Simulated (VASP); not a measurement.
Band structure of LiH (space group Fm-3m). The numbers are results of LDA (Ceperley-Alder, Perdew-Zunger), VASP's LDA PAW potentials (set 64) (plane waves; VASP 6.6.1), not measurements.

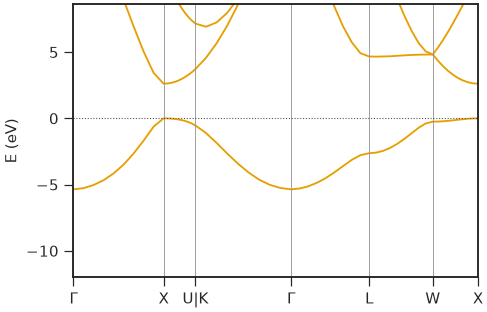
Bands along high-symmetry lines, zero at the valence-band maximum or, without a gap, the Fermi level

Task: Read the plot: is there a gap, and where are the band edges?

Result: The gap is direct, 2.62 eV, from the valence maximum at X to the conduction minimum at X.

The structure is a typed LiH crystal (Fm-3m). The cell was not relaxed at this level.
